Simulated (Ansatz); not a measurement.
# Cl₂F₂Ti···H₂: what the fields show

Input

```
crystal:
  periodic: [false, false, false]
  atoms:
    - { symbol: Ti, position_ang: [-0.132405, -0.122434, 0.015237] }
    - { symbol: Cl, position_ang: [-0.256707, -0.249428, 2.330869] }
    - { symbol: F, position_ang: [1.505866, -0.05525, -0.554354] }
    - { symbol: Cl, position_ang: [-1.320523, 1.511207, -0.81411] }
    - { symbol: F, position_ang: [-0.826427, -1.586692, -0.59517] }
    - { symbol: H, position_ang: [1.18742, 2.26454, 1.006957] }
    - { symbol: H, position_ang: [0.970377, 1.887957, 1.584871] }
basis:
  gaussian: { orbitals: def2-SVP }
hamiltonian:
  xc: pbe
relax:
  f_tol: 0.03
  max_steps: 50
output:
  orbitals: {}
```

Run with:

```sh
ansatz run input.yaml --threads 2 --pin off --max-ram 3072MiB --backend cpu --events-out ev --progress --plain --runs-dir out
```

The fields are those of the run's last geometry, not of the input's.

Theory: RKS PBE/def2-SVP (Ansatz).

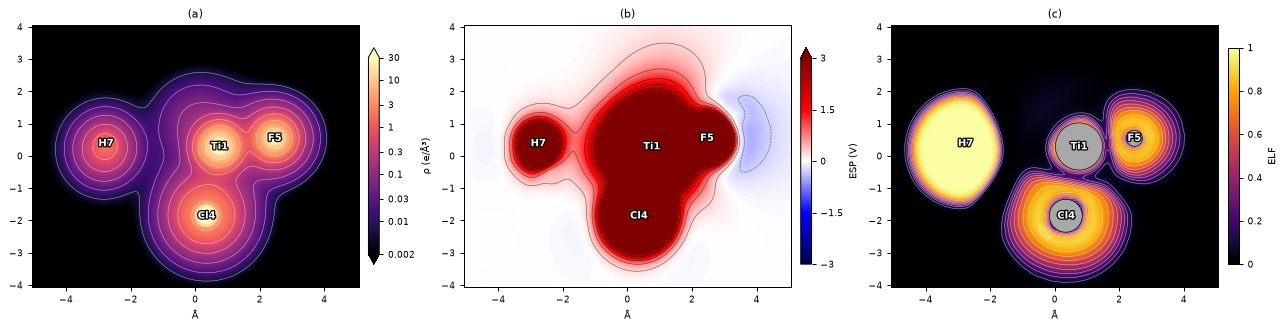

Figure 1. (a) total electron density; (b) electrostatic potential; (c) ELF on the plane of atoms Cl4, Ti1 and F5. Grey discs cover the atomic cores in the ELF map.

**What does the map show?**

The plane passes through Ti, Cl, F and H nuclei. Ti1···H7 (3.52 Å): the density falls to about 0.02 e/Å³ on the way; the ELF dips to about 0 between them (a weak contact between the two molecules). Ti–F (1.74 Å): ρ is about 1.1 e/Å³ halfway; the ELF peaks at about 0.80 in the valence shell of F, 0.5 Å from its nucleus, and drops to about 0.25 between the two atoms. Ti–Cl (2.18 Å): ρ at the midpoint is about 0.66 e/Å³; the ELF peaks at about 0.85 in the valence shell of Cl, 0.8 Å from its nucleus, and is about 0.40 at the midpoint. Outside the dense part of the complex the potential is most negative (−0.5 V) near F5.

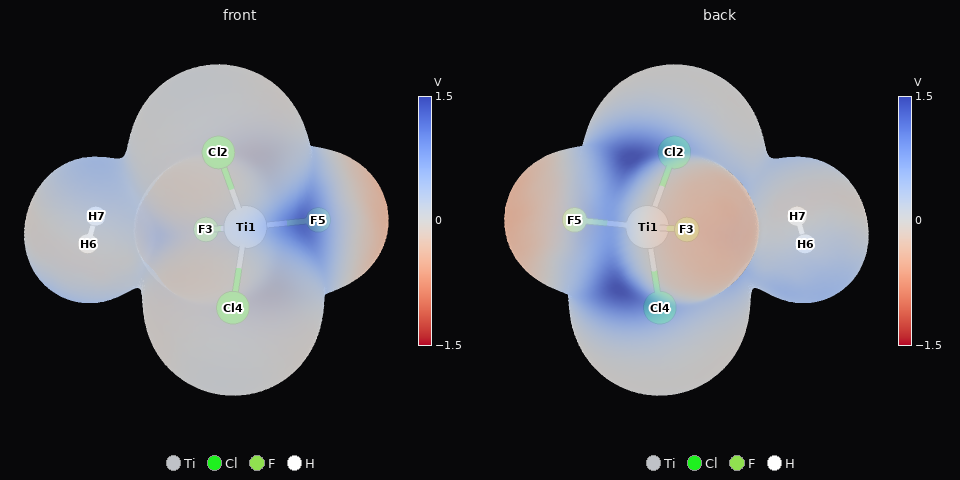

Figure 2. The molecular electrostatic potential painted on the density surface at 0.001 e/bohr³, seen from the front and from behind; red is negative and blue positive.

**Which sites attract a positive test charge, and which a negative one?**

A positive charge is drawn to the negative regions and a negative charge to the positive ones. The most negative region (about −0.4 V) lies over F3 and F5, the most positive (about +1.4 V) over Ti1.

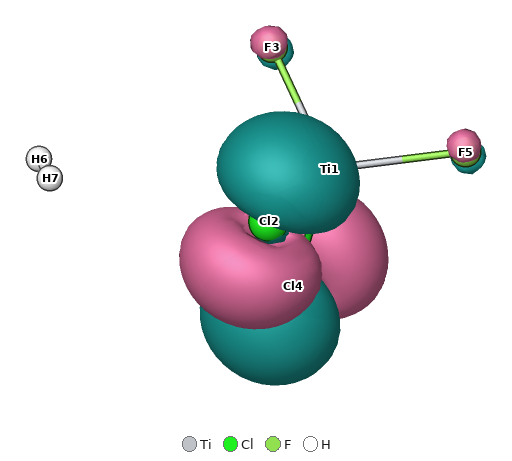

Figure 3. The HOMO at ±0.15 Å⁻³ᐟ² (teal and pink are the two phases), seen from one side.

**Where does this orbital lie, and at what energy?**

It lies mainly on Cl2 (about 45 %) and Cl4 (about 45 %); largely a combination of lone pairs on Cl2 and Cl4. Its energy is −8.23 eV.
